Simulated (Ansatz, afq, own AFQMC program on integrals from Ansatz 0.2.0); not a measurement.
# GeHO (doublet): quantum Monte Carlo beside coupled cluster at scale of all distances = 1.000, cc-pVDZ, part 2 of 2

Ansatz 0.2.0, Gaussian basis, and an in-house AFQMC program (afq) on its integrals; all values are calculated; cc-pVDZ, frozen cores. The steps go on from the part before.

## 9. CCSDT(Q) on UHF

Input file in.yaml:

```yaml
crystal:
  periodic: [false, false, false]
  atoms:
    - {symbol: Ge, position_ang: [0.000000, 0.013397, 0.343250]}
    - {symbol: O, position_ang: [0.000000, -0.107250, -1.438746]}
    - {symbol: H, position_ang: [0.000000, 0.736912, -1.899543]}
basis:
  gaussian: {orbitals: cc-pVDZ}
magnetization: {spin_polarized: true, initial_magnetization: 1}
correlation: {method: ccsdt_q, electrons: outside_noble_gas}
```

Started as:

```sh
$ ansatz run in.yaml --threads 1 --pin off --events-out ev --progress --plain --max-ram 1382MiB
```

Standard output, shortened:

```text
Functional definition: HF
  name "HF"
  cite "Fock, Z. Phys. 61, 126 (1930) doi:10.1007/BF01340294"
  parent pbe
[...]
861 factors; integrals over basis functions are off by at most 1.7e-7 eV
[...]
mean field -58525.52673243 eV, -2150.7734373901 hartree, gradient 3.6e-6 eV, S^2 0.764048; 6 other end points of the search recorded, 0 dependent functions left out
determinant -58525.52673243 eV, -2150.7734373901 hartree, with singles and doubles -58532.79936645 eV, -2151.0407017606 hartree
determinant -58525.19542999 eV, -2150.7612622500 hartree, with singles and doubles -58532.40622106 eV, -2151.0262539341 hartree
determinant -58525.52673243 eV, -2150.7734373901 hartree, with singles and doubles -58532.79955772 eV, -2151.0407087897 hartree
determinant -58525.19542999 eV, -2150.7612622500 hartree, with singles and doubles -58532.40647448 eV, -2151.0262632472 hartree
15 core orbitals not correlated: weight in the atoms' cores, before any rotation towards them, 0.994 or more for the frozen orbitals, at most 0.008 for the correlated occupied ones
reference -58525.52673243 eV, -2150.7734373901 hartree; 6, 5 occupied and 25, 26 virtual orbitals, 861 factors
second order -6.83099482 eV of doubles, -0.00000000 eV of singles
cycle   1  -6.94326035 eV  change   -1.1e-1 eV  update   1.0e-1
[...]
cycle  18  -7.48035262 eV  change    3.1e-8 eV  update   7.4e-7
perturbative correction -0.02530131 eV, -0.0009298060 hartree
Total energy: -58533.03238637 eV, -2151.0492650846 hartree
```

It took 18 s on 1 thread of Arm Neoverse V1, shared host; peak memory 0.26 GiB.

From the report: ⟨S²⟩ of the determinant 0.764 (pure doublet: 0.75); correlation -7.5057 eV; T1 0.023; largest double amplitude 0.08.

## 10. Phaseless AFQMC, CISD trial on UHF

It reads the integrals that the CCSD(T) run on this determinant wrote.

Started as:

```sh
$ afq ham --method phaseless --trial cisd --walkers 60 --populations 1 --least-time 40 --time-step 0.005 --steps-per-block 50 --equilibration-blocks 28 --max-blocks 300 --target-error 0.0004 --factor-cut 1e-05 --start spin_pure --seed 9235 --release-times 0.24,0.51,0.99,1.62,2.4 --release-step 0.03 --release-every 4 --taylor-order 6
```

Standard output:

```text
orbitals 31  electrons 6 5  factors 232 of 501
reference energy -2150.77343019 Eh
CCSD correlation -0.26727100 Eh in 12 cycles, weight of the determinant in the CISD state 0.8904
energy of the start -2151.040139 Eh
 block  time / (1/Eh)  mean weight  energy / Eh
     1     0.250  0.9967  -2151.038230
     2     0.500  0.9999  -2151.037450
     3     0.750  1.0010  -2151.043468
     4     1.000  0.9996  -2151.041368
     5     1.250  1.0003  -2151.050514
     6     1.500  1.0011  -2151.057458
     7     1.750  0.9995  -2151.047062
     8     2.000  0.9995  -2151.049540
     9     2.250  1.0040  -2151.048140
    10     2.500  1.0010  -2151.045149
    17     4.250  1.0029  -2151.054421
    25     6.250  1.0013  -2151.048951
    33     8.250  0.9992  -2151.042048
    41    10.250  1.0010  -2151.046382
    49    12.250  0.9991  -2151.051345
    57    14.250  1.0018  -2151.053594
    65    16.250  1.0007  -2151.045215
    73    18.250  1.0014  -2151.046217
    81    20.250  0.9981  -2151.047406
    89    22.250  0.9976  -2151.053570
    97    24.250  1.0002  -2151.071745
   105    26.250  0.9999  -2151.048640
   113    28.250  1.0009  -2151.048019
   121    30.250  1.0018  -2151.051859
   129    32.250  0.9991  -2151.044318
   137    34.250  1.0025  -2151.051791
   145    36.250  1.0029  -2151.050281
   153    38.250  0.9992  -2151.050380
   161    40.250  0.9985  -2151.042626
   169    42.250  1.0017  -2151.056024
   177    44.250  0.9950  -2151.050219
   185    46.250  0.9983  -2151.053298
   193    48.250  0.9979  -2151.053839
   201    50.250  0.9970  -2151.049572
   209    52.250  0.9977  -2151.048275
   217    54.250  1.0017  -2151.048031
   225    56.250  0.9985  -2151.044097
   233    58.250  1.0004  -2151.052088
   241    60.250  1.0026  -2151.045335
   249    62.250  0.9982  -2151.052861
   257    64.250  0.9988  -2151.043464
   265    66.250  0.9997  -2151.047662
   273    68.250  1.0006  -2151.048315
   281    70.250  0.9988  -2151.048797
   289    72.250  0.9956  -2151.047970
   297    74.250  0.9981  -2151.048601
   305    76.250  0.9998  -2151.048347
   313    78.250  0.9985  -2151.041508
   321    80.250  0.9999  -2151.046220
blocks merged  error / Eh  count
     1  0.000345  300
     2  0.000394  150
     4  0.000452  75
     8  0.000563  37
    16  0.000676  18
    32  0.000620  9
released: time / (1/Eh)  energy / Eh  error  mean overlap
  0.24  -2151.049338  0.000739  0.9916
  0.51  -2151.049567  0.000516  0.9860
  0.99  -2151.049175  0.000679  0.9957
  1.62  -2151.048836  0.000654  0.9974
  2.40  -2151.049049  0.000897  1.0094
energy -2151.048869 +/- 0.000676 Eh
```

Run time: 5.4 min. Hardware: 1 thread of Arm Neoverse V1, shared host.

Energy -58533.0216 ± 0.0184 eV. Caveats: constraint bias not in the error; error above the target.

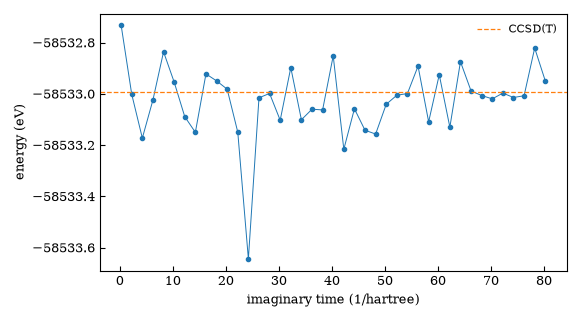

Block energies along the walk.

## 11. Phaseless AFQMC, single-determinant trial on UHF

It reads the integrals that the CCSD(T) run on this determinant wrote.

Started as:

```sh
$ afq ham --method phaseless --trial hf --walkers 120 --populations 1 --least-time 40 --time-step 0.005 --steps-per-block 20 --equilibration-blocks 112 --max-blocks 600 --target-error 0.0012000000000000001 --factor-cut 1e-05 --start spin_pure --seed 5635 --taylor-order 6
```

Standard output:

```text
orbitals 31  electrons 6 5  factors 232 of 501
reference energy -2150.77343019 Eh
CCSD correlation -0.26727100 Eh in 12 cycles, weight of the determinant in the CISD state 0.8904
energy of the start -2150.773608 Eh
 block  time / (1/Eh)  mean weight  energy / Eh
     1     0.100  1.0007  -2150.851906
     2     0.200  1.0030  -2150.904688
     3     0.300  1.0019  -2150.957802
     4     0.400  1.0002  -2150.952388
     5     0.500  1.0016  -2150.969971
     6     0.600  1.0001  -2150.976451
     7     0.700  0.9991  -2150.990691
     8     0.800  1.0001  -2150.985763
     9     0.900  1.0013  -2151.015762
    10     1.000  0.9990  -2151.029889
    18     1.800  0.9989  -2151.030646
    35     3.500  1.0004  -2151.060832
    52     5.200  1.0013  -2151.037881
    69     6.900  1.0000  -2151.034978
    86     8.600  0.9995  -2150.995727
   103    10.300  1.0019  -2151.083441
   120    12.000  1.0002  -2151.020024
   137    13.700  0.9990  -2151.016614
   154    15.400  0.9995  -2151.033192
   171    17.100  0.9969  -2151.060553
   188    18.800  0.9984  -2151.040048
   205    20.500  1.0000  -2151.038333
   222    22.200  0.9998  -2151.045026
   239    23.900  0.9988  -2151.045843
   256    25.600  1.0003  -2151.096727
   273    27.300  0.9971  -2151.053522
   290    29.000  1.0002  -2151.024152
   307    30.700  1.0008  -2151.076424
   324    32.400  1.0006  -2151.084666
   341    34.100  1.0003  -2151.062380
   358    35.800  0.9998  -2151.065956
   375    37.500  1.0017  -2151.064050
   392    39.200  1.0003  -2151.000734
   409    40.900  0.9990  -2151.069525
   426    42.600  1.0002  -2151.018132
   443    44.300  1.0014  -2151.070594
   460    46.000  0.9984  -2151.049150
   477    47.700  0.9989  -2151.044336
   494    49.400  0.9994  -2151.015509
   511    51.100  0.9991  -2151.070922
   528    52.800  1.0034  -2151.069234
   545    54.500  1.0004  -2151.053568
   562    56.200  0.9990  -2151.031315
   579    57.900  0.9981  -2151.037751
   596    59.600  0.9990  -2151.054102
   613    61.300  1.0013  -2151.050855
   630    63.000  1.0001  -2151.043002
   647    64.700  0.9985  -2151.058923
   664    66.400  0.9976  -2151.066129
   681    68.100  1.0028  -2151.087350
   698    69.800  1.0010  -2151.018251
blocks merged  error / Eh  count
     1  0.001115  600
     2  0.001451  300
     4  0.001877  150
     8  0.002322  75
    16  0.002660  37
    32  0.002036  18
    64  0.001678  9
energy -2151.049930 +/- 0.002660 Eh
```

It took 3.6 min on 1 thread of Arm Neoverse V1, shared host.

Energy -58533.0505 ± 0.0724 eV. Caveats: constraint bias not in the error; error above the target.

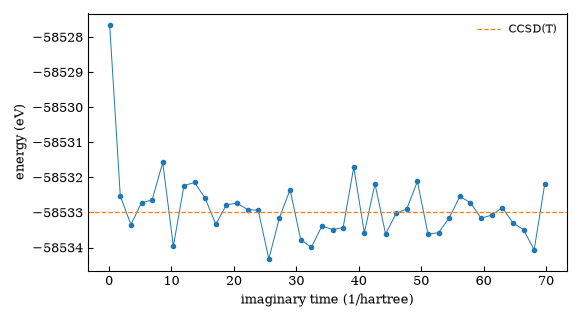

Block energies along the walk.

## 12. Free-projection AFQMC, CISD trial on UHF

It reads the integrals that the CCSD(T) run on this determinant wrote.

Started as:

```sh
$ afq ham --method free --trial cisd --walkers 60 --time-step 0.03 --max-blocks 80 --target-error 0.0004 --factor-cut 1e-05 --seed 1538 --times 0,0.21,0.42,0.81,1.2,1.8,2.4,3 --taylor-order 8
```

Standard output:

```text
orbitals 31  electrons 6 5  factors 232 of 501
reference energy -2150.77343019 Eh
CCSD correlation -0.26727100 Eh in 12 cycles, weight of the determinant in the CISD state 0.8904
repeat  energy at the last time / Eh  error
    10  -2151.051497  0.002774
    20  -2151.050561  0.001805
    30  -2151.049351  0.001307
    40  -2151.049346  0.001118
    50  -2151.049750  0.000991
    60  -2151.050147  0.000994
    70  -2151.049915  0.000866
    80  -2151.049943  0.000778
time / (1/Eh)  energy / Eh  error  mean overlap
  0.00  -2151.040219  0.000255  1.1218
  0.21  -2151.044666  0.000294  1.1176
  0.42  -2151.046871  0.000314  1.1080
  0.81  -2151.047661  0.000379  1.1182
  1.20  -2151.048679  0.000340  1.1115
  1.80  -2151.048316  0.000511  1.1234
  2.40  -2151.048867  0.000542  1.1170
  3.00  -2151.049943  0.000778  1.1249
energy -2151.049943 +/- 0.000778 Eh
```

Run time: 2.8 min. Hardware: 1 thread of Arm Neoverse V1, shared host.

Energy -58533.0508 ± 0.0212 eV. Caveats: remainder of the start not in the error; error above the target.

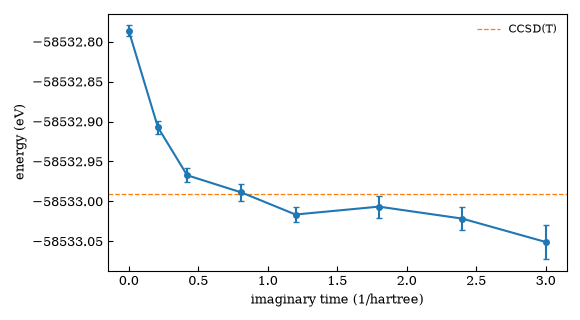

Energy against projection time, with error bars.

## 13. AFQMC on the ladder

On the UHF determinant, counted from CCSDT(Q) (a yardstick, not exact):

| level | energy (eV) | from CCSDT(Q) (kcal/mol) | statistical error (kcal/mol) | time |
| --- | --- | --- | --- | --- |
| HF | -58525.5265 | +173.09 |  |  |
| MP2 | -58532.3575 | +15.56 |  |  |
| CCSD | -58532.7994 | +5.37 |  |  |
| CCSD(T) | -58532.9909 | +0.96 |  |  |
| CCSDT(Q) | -58533.0324 | 0.00 |  |  |
| Phaseless AFQMC, CISD trial, step 0.005, 60 walkers | -58533.0216 | +0.25 | 0.42 | 5.4 min |
| Phaseless AFQMC, single-determinant trial, step 0.005, 120 walkers | -58533.0505 | -0.42 | 1.67 | 3.6 min |
| Free-projection AFQMC, CISD trial, step 0.03, 60 walkers | -58533.0508 | -0.43 | 0.49 | 2.8 min |

The functionals' totals stand on their own zeros and serve differences with other points: PBE -58569.381 eV; r2SCAN -58578.689 eV; PBE0 -58570.714 eV; B3LYP -58581.344 eV; wB97M-V -58576.396 eV; B2PLYP -58567.047 eV.

## 14. Summary of results

The summary covers parts 1 to 2.

```
                                                      quantity                  value
                                  CCSD(T) on UHF from CCSDT(Q)         +0.96 kcal/mol
              Phaseless AFQMC, CISD trial on UHF from CCSDT(Q)  +0.25 ± 0.42 kcal/mol
Phaseless AFQMC, single-determinant trial on UHF from CCSDT(Q)  -0.42 ± 1.67 kcal/mol
        Free-projection AFQMC, CISD trial on UHF from CCSDT(Q)  -0.43 ± 0.49 kcal/mol
```

What this shows: On UHF the phaseless walk with the CISD trial lies +0.25 kcal/mol from CCSDT(Q), within three error bars. Free projection has no constraint; at the last time it gives -0.43 ± 0.49 kcal/mol, and from a start that isn't spin pure other spins can mix in. Error bars are statistical and leave out the constraint, the time step and what remains of the start.
